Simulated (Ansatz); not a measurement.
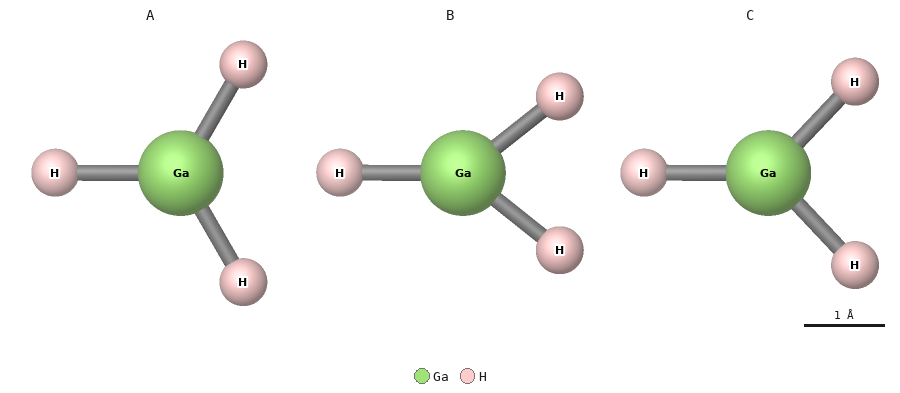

3 geometries from one relaxation of GaH3, in shuffled order. The picture is a ball-and-stick view, seen face on.

The run prepares an end point of a later path (reaction) calculation, from a guessed geometry.

The calculation used RKS PBE-D4/def2-TZVP (Ansatz). Set-up: no spin polarisation; force threshold 0.03 eV/Å; at most 50 steps.

Question: Put them in the order of the run, from the start to the converged end.

Answer: B, C, A. They are steps 0, 1, 4, at +19.8 kcal/mol, +6.82 kcal/mol relative to the last. The largest moves after the best rigid fit, 0.45 Å, are those of H atoms. Largest moves by element: H 0.45 Å, Ga 0.22 Å. Some distances before and after: Ga–H 1.544 → 1.577 Å. Among the angles between lasting bonds that change: H–Ga–H 76.8° → 120.0°, H–Ga–H 141.6° → 120.0°. The energy falls by 19.8 kcal/mol in 4 geometry steps. Largest force component: 1.7 eV/Å at the start, 0.0042 eV/Å at the end.
